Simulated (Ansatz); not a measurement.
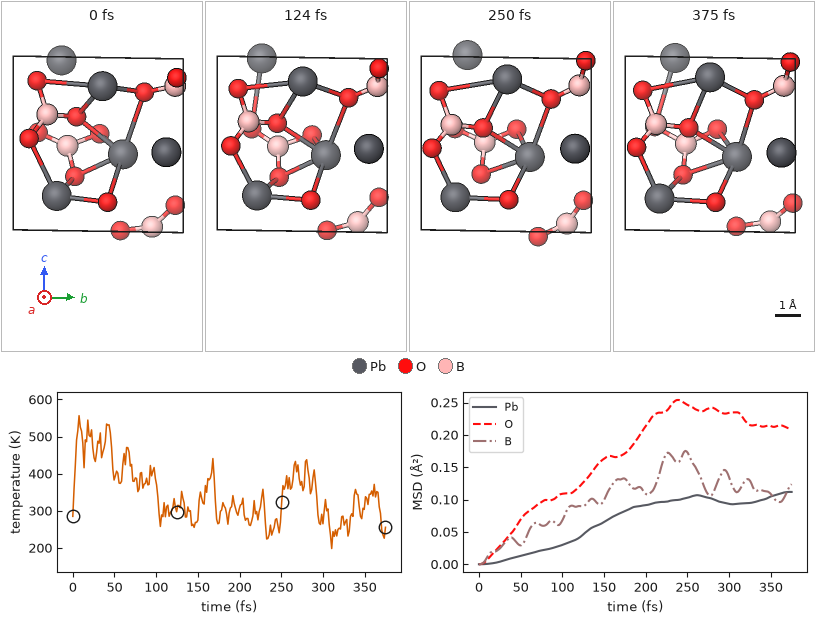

Molecular dynamics of an amorphous cell of composition B4Pb5O11 (20 atoms in the cell), 375 fs long. It starts from the last geometry of an earlier run, with fresh velocities. Frames and the history of the run. The picture is a ball-and-stick view of the simulation cell, seen along the a axis. Bonds to atoms that aren't drawn are left out.

These are results of DFT PBE, scalar-relativistic, plane waves, PAW in Ansatz 0.2.0, not measurements. Run with plane-wave cutoff 420 eV; k-point mesh 1 × 1 × 1; Fermi-Dirac smearing 0.05 eV; set temperature 300 K; time step 1.5 fs.

What happens in this trajectory?

Answer. Root-mean-square distances from the starting positions over the second half, with the common drift of all atoms taken out: O 0.48 Å, B 0.36 Å, Pb 0.31 Å. Against the typical shortest distance between atoms in the first frame, about 1.4 Å these are wide excursions, but the first-neighbour bonds of the start all hold: the network flexes, or its layers or units shift against each other, without breaking. The mean temperature in the second half is 310 K (standard deviation 54 K). The potential energy in the second half lies on average 123 meV per atom below the first frame. The first frame is far from relaxed (forces up to 5.5 eV/Å), so much of the motion is the structure settling. The mean pressure there is 3.5 GPa.

Limits of the set-up: the periodic images lie only 6.8 Å apart, so the values are limited by the cell's size.

The run took 4.1 min on 2 threads of Arm Neoverse V1, with other jobs on the host, peak memory 0.41 GiB.
